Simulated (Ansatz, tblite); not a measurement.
**Al8P8 wurtzite off sphere (Al8P8H22): spin states and exact exchange**

Is the singlet the ground state of Al8P8 wurtzite off sphere (Al8P8H22)? Other spin states are computed and compared level by level.

Program: Ansatz 0.2.0, Gaussian basis. Level of theory: as each input shows. These are calculated values, not measurements.

Plan: triplet, at the geometry of the singlet (GFN1-xTB, GFN2-xTB, PBE0-D4/def2-TZVP, PBE-D4/def2-TZVP); the singlet's energies come from earlier runs.

1 further run of the same task is left out (set aside as unsound or not needed). Runs told in other sessions of the task aren't counted.

### 1 The relaxed structure

The geometry is that of the singlet, from an earlier relaxation (r2SCAN-D4/def2-SVP).

38 atoms, charge 0, spin multiplicity 1.

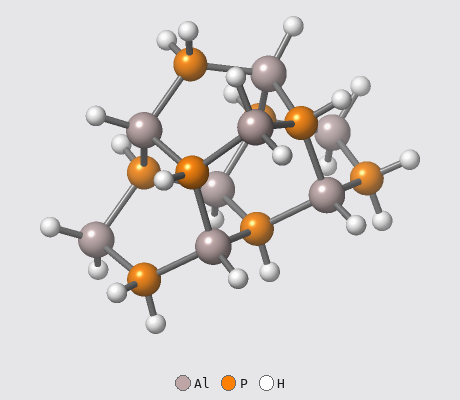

The geometry (aluminium light grey, phosphorus orange, hydrogen white).

Geometry (Å):

```xyz
38

Al    0.5219   -4.3218   -1.3897
P     0.4761   -4.0869    1.0653
P     0.5344   -1.9497   -1.9000
Al   -1.4961   -0.8618   -1.2430
Al    0.5062   -1.9351    2.1645
P    -1.3417   -0.7751    1.1728
P    -1.4218    1.4414   -1.8968
Al   -3.4804    2.6184   -1.3831
Al   -1.4199    1.4039    2.1675
P    -3.2994    2.4554    1.0714
Al    2.5689   -0.9510   -1.1591
P     2.3603   -0.7721    1.2197
P     2.3251    1.3430   -1.9140
Al    0.4620    2.7015   -1.1559
Al    2.6285    1.5147    2.0237
P     0.5141    2.4283    1.2225
H    -0.8667   -4.9783   -1.8078
H     1.9403   -4.9569   -1.7398
H    -0.6301   -4.8012    1.5991
H     1.5195   -4.8605    1.6407
H     0.5624   -1.8718   -3.3222
H    -2.8077   -1.6179   -1.7185
H     0.4663   -2.0450    3.7460
H    -2.5013   -1.4444    1.6573
H    -1.3417    1.4286   -3.3191
H    -4.7448    1.7473   -1.8031
H    -3.3187    4.1650   -1.7293
H    -1.5335    1.4223    3.7492
H    -4.4704    1.8522    1.6041
H    -3.4486    3.7443    1.6500
H     3.9155   -1.6054   -1.6819
H     3.5076   -1.4585    1.7098
H     2.2645    1.3091   -3.3336
H     3.5470    2.0476   -1.7559
H     0.5694    4.1955   -1.6769
H     2.6562    1.5293    3.6149
H     3.7822    2.1810    1.1369
H     0.4945    3.7644    1.7145
```

### 2 Triplet at the fixed geometry, GFN1-xTB

Tight binding, by tblite at 300 K electronic temperature and without a spin-polarisation term:

```python
tblite.interface.Calculator('GFN1-xTB', numbers, positions, charge=0, uhf=2).singlepoint()
```

Energy -1182.9928 eV; 0.33 s.

### 3 Triplet at the fixed geometry, GFN2-xTB

Tight binding, by tblite at 300 K electronic temperature and without a spin-polarisation term:

```python
tblite.interface.Calculator('GFN2-xTB', numbers, positions, charge=0, uhf=2).singlepoint()
```

Energy -1089.9886 eV; 0.33 s.

### 4 Triplet at the fixed geometry, PBE0-D4/def2-TZVP

Input file in.yaml:

```yaml
crystal:
  periodic: [false, false, false]
  atoms:
    - {symbol: Al, position_ang: [0.521896, -4.321783, -1.389743]}
    - {symbol: P, position_ang: [0.476054, -4.086946, 1.065257]}
    - {symbol: P, position_ang: [0.534404, -1.949677, -1.900013]}
    - {symbol: Al, position_ang: [-1.496070, -0.861780, -1.242984]}
    - {symbol: Al, position_ang: [0.506198, -1.935092, 2.164462]}
    - {symbol: P, position_ang: [-1.341694, -0.775124, 1.172825]}
    - {symbol: P, position_ang: [-1.421771, 1.441433, -1.896850]}
    - {symbol: Al, position_ang: [-3.480433, 2.618439, -1.383138]}
    - {symbol: Al, position_ang: [-1.419936, 1.403898, 2.167515]}
    - {symbol: P, position_ang: [-3.299424, 2.455378, 1.071413]}
    - {symbol: Al, position_ang: [2.568879, -0.950953, -1.159132]}
    - {symbol: P, position_ang: [2.360319, -0.772105, 1.219749]}
    - {symbol: P, position_ang: [2.325144, 1.342970, -1.913954]}
    - {symbol: Al, position_ang: [0.461991, 2.701537, -1.155938]}
    - {symbol: Al, position_ang: [2.628536, 1.514679, 2.023709]}
    - {symbol: P, position_ang: [0.514065, 2.428333, 1.222543]}
    - {symbol: H, position_ang: [-0.866722, -4.978284, -1.807798]}
    - {symbol: H, position_ang: [1.940314, -4.956878, -1.739785]}
    - {symbol: H, position_ang: [-0.630093, -4.801201, 1.599098]}
    - {symbol: H, position_ang: [1.519532, -4.860506, 1.640668]}
    - {symbol: H, position_ang: [0.562366, -1.871825, -3.322189]}
    - {symbol: H, position_ang: [-2.807680, -1.617928, -1.718474]}
    - {symbol: H, position_ang: [0.466312, -2.044976, 3.746000]}
    - {symbol: H, position_ang: [-2.501328, -1.444443, 1.657319]}
    - {symbol: H, position_ang: [-1.341722, 1.428614, -3.319113]}
    - {symbol: H, position_ang: [-4.744848, 1.747328, -1.803149]}
    - {symbol: H, position_ang: [-3.318709, 4.165011, -1.729253]}
    - {symbol: H, position_ang: [-1.533455, 1.422308, 3.749198]}
    - {symbol: H, position_ang: [-4.470392, 1.852198, 1.604061]}
    - {symbol: H, position_ang: [-3.448643, 3.744298, 1.649980]}
    - {symbol: H, position_ang: [3.915520, -1.605379, -1.681921]}
    - {symbol: H, position_ang: [3.507594, -1.458480, 1.709774]}
    - {symbol: H, position_ang: [2.264502, 1.309121, -3.333563]}
    - {symbol: H, position_ang: [3.546956, 2.047623, -1.755915]}
    - {symbol: H, position_ang: [0.569403, 4.195535, -1.676940]}
    - {symbol: H, position_ang: [2.656207, 1.529284, 3.614907]}
    - {symbol: H, position_ang: [3.782232, 2.180958, 1.136915]}
    - {symbol: H, position_ang: [0.494517, 3.764417, 1.714461]}
basis:
  gaussian: {orbitals: def2-TZVP, fitting: {mean_field: def2-universal-jkfit}}
magnetization: {spin_polarized: true, initial_magnetization: 2}
hamiltonian: {xc: pbe0, dispersion: d4}
scf: {omitted_lower_state_checks: [starts]}
output: {orbitals: {seedname: orbitals}}
```

The run is started by

```sh
> ansatz run in.yaml --threads 2 --pin off --events-out ev --progress --plain --max-ram 32768MiB --backend cuda --devices 0, --max-vram 18GiB
```

The log of the run:

```text
Functional definition: PBE0
  name "PBE0"
  cite "Adamo & Barone, J. Chem. Phys. 110, 6158 (1999) doi:10.1063/1.478522"
  cite "Perdew, Burke & Ernzerhof, Phys. Rev. Lett. 77, 3865 (1996) doi:10.1103/PhysRevLett.77.3865"
  parent pbe
  parameter a = 0.25
  parameter kappa = 0.804
  parameter beta = 0.06672455060314922
  exchange = (1 - a)*pbe_x(kappa = kappa, mu = beta*pi^2/3) + a*exact_x
  correlation = pbe_c(beta = beta)
these checks for a lower state are left out or cut short: starts
2444 factors; integrals over basis functions are off by at most 6.6e-1 eV
mean field evaluation 1: about -127398.0226 eV, gradient 2.3e1 eV
mean field evaluation 2: about -127397.1517 eV, gradient 2.5e1 eV
mean field evaluation 4: about -127401.6614 eV, gradient 3.7e0 eV
mean field evaluation 8: about -127401.7619 eV, gradient 6.8e-1 eV
mean field evaluation 16: about -127401.7686 eV, gradient 3.6e-2 eV
mean field evaluation 32: about -127401.7689 eV, gradient 5.2e-4 eV
mean field -127401.76888354 eV, -4681.9286504494 hartree, gradient 9.6e-6 eV, S^2 2.005648; 0 other end points of the search recorded, 0 dependent functions left out
reference -127401.76896585 eV, -4681.9286534743 hartree; 124, 122 occupied and 600, 602 virtual orbitals, 2444 factors
Total energy: -127404.03229017 eV, -4682.0118291089 hartree
Checks for a lower state left out: starts
```

Run time: 15 s. Hardware: 1 × H100 (card shared with other runs) with 2 threads of AMD EPYC 7R13, shared host; peak host memory 1.4 GiB.

Report: HOMO -2.71 eV, LUMO -6.42 eV (over both spins; with the spin held, an empty level of the minority spin lies below the top filled one); ⟨S²⟩ 2.006 (pure: 2.00).

### 5 Triplet at the fixed geometry, PBE-D4/def2-TZVP

start.molden holds the orbitals of an earlier run on this state, given as this run's starting guess.

Edit in.yaml of step 4 so:

```diff
@@ -42,5 +42,5 @@
 basis:
-  gaussian: {orbitals: def2-TZVP, fitting: {mean_field: def2-universal-jkfit}}
+  gaussian: {orbitals: def2-TZVP, fitting: {mean_field: def2-universal-jkfit}, initial_orbitals: start.molden}
 magnetization: {spin_polarized: true, initial_magnetization: 2}
-hamiltonian: {xc: pbe0, dispersion: d4}
+hamiltonian: {xc: pbe, dispersion: d4}
 scf: {omitted_lower_state_checks: [starts]}
```

Launched as before.

The log of the run:

```text
Functional definition: PBE
  name "PBE"
  cite "Perdew, Burke & Ernzerhof, Phys. Rev. Lett. 77, 3865 (1996) doi:10.1103/PhysRevLett.77.3865"
  parent pbe
  parameter kappa = 0.804
  parameter beta = 0.06672455060314922
  exchange = pbe_x(kappa = kappa, mu = beta*pi^2/3)
  correlation = pbe_c(beta = beta)
these checks for a lower state are left out or cut short: starts
2444 factors; integrals over basis functions are off by at most 6.6e-1 eV
mean field evaluation 1: about -127389.3978 eV, gradient 1.8e1 eV
mean field evaluation 2: about -127389.8764 eV, gradient 7.3e-1 eV
mean field evaluation 4: about -127389.8915 eV, gradient 1.3e-1 eV
mean field evaluation 8: about -127389.8939 eV, gradient 2.2e-5 eV
mean field evaluation 16: about -127389.8939 eV, gradient 1.6e-6 eV
mean field -127389.89394654 eV, -4681.4922545640 hartree, gradient 1.6e-6 eV, S^2 2.002031; 0 other end points of the search recorded, 0 dependent functions left out
reference -127389.89405767 eV, -4681.4922586479 hartree; 124, 122 occupied and 600, 602 virtual orbitals, 2444 factors
Total energy: -127392.38794570 eV, -4681.5839073426 hartree
Checks for a lower state left out: starts
```

It took 11 s on 1 × H100 (card shared with other runs) with 2 threads of AMD EPYC 7R13, shared host; peak host memory 1.4 GiB.

From the report: HOMO -2.39 eV, LUMO -6.40 eV (over both spins; with the spin held, an empty level of the minority spin lies below the top filled one); ⟨S²⟩ 2.002 (pure: 2.00).

### 6 Triplet less singlet, vertical

The singlet's energies are those of its earlier runs, whose logs aren't repeated here.

| level | triplet less singlet, vertical (kcal/mol) | time |
| --- | --- | --- |
| GFN1-xTB | +96.4 | 0.55 s |
| GFN2-xTB | +72.5 | 0.52 s |
| PBE-D4/def2-TZVP | +93.0 | 18 s |
| PBE0-D4/def2-TZVP | +109.2 | 23 s |

Times add the two runs; a level without a time comes out of a correlated run. Tight binding without a spin term can't rank spin states.

### 7 Outcome

| quantity | value |
| --- | --- |
| triplet less singlet, vertical, functionals in def2-TZVP | +93.0 (PBE-D4) to +109.2 kcal/mol (PBE0-D4) |

All functionals put the triplet above the singlet, over a spread of 16.3 kcal/mol. The checks for a lower triplet were left out, so another state of that spin may lie lower. These are electronic energies, without zero-point motion, entropy or surroundings.
